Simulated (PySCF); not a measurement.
HS8 (cation, charge +1), SMILES S1SSSSSS[SH+]1 at its PBE0/def2-SVP optimised geometry (Å):

```
9

S      0.8824     0.7566    -4.2146
S     -0.2132    -0.9551    -4.5645
S      0.5490    -2.3659    -3.2187
S     -0.8634    -2.7126    -1.8138
S     -0.4999    -1.5736     0.0000
S     -0.8635     0.5681     0.0000
S      0.5490     1.5736    -1.0406
S     -0.2132     1.9631    -2.9511
H      0.8635    -1.5736     0.0000
```

Method: PBE0/def2-TZVP run with PySCF.

Map of the electron localisation function on the plane z = 1.2 Å:

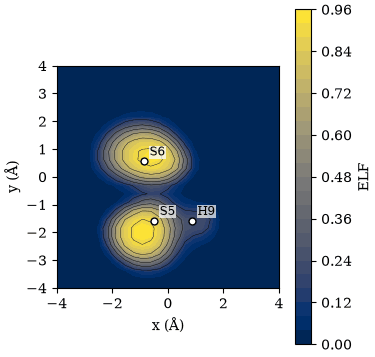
Fig. 1. Electron localisation function on the plane z = 1.2 Å.
